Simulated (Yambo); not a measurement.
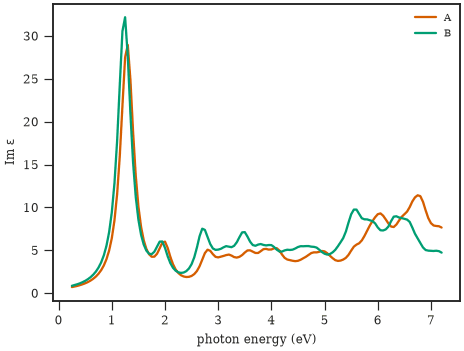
Figure: Two computed absorption spectra of HgZnS2 (space group R3m, No. 160) (Yambo, LDA bands with the same scissor, field along x)

Axes are Cartesian, with cell vectors (Å) (1.95, 1.13, 6.47), (-1.95, 1.13, 6.47), (0.00, -2.25, 6.47).

**Question.** Which curve includes the electron-hole attraction (BSE)?

**Answer.** Curve B: the attraction moves weight to lower energy (centre of the plotted range 3.7 eV against 3.9 eV). Settings: 6×6×6 mesh, 6 valence and 5 conduction bands, static screening with 59 bands and a 4 Ry block, scissor 0.96 eV, Tamm-Dancoff. The scissor comes from a G0W0 run whose convergence isn't established. Broadening 0.15 eV. The band window holds all transitions up to 7.4 eV. On this mesh the peak heights and the fine structure are mesh artefacts; only the shift of weight is robust.

Spin-orbit coupling is not included.

Geometry relaxed with LDA; primitive cell a = b = c = 6.8557 Å, α = β = γ = 33.09°.

The structure is a Materials Project entry; no match was found in the copy of COD used, and its stability was not checked.
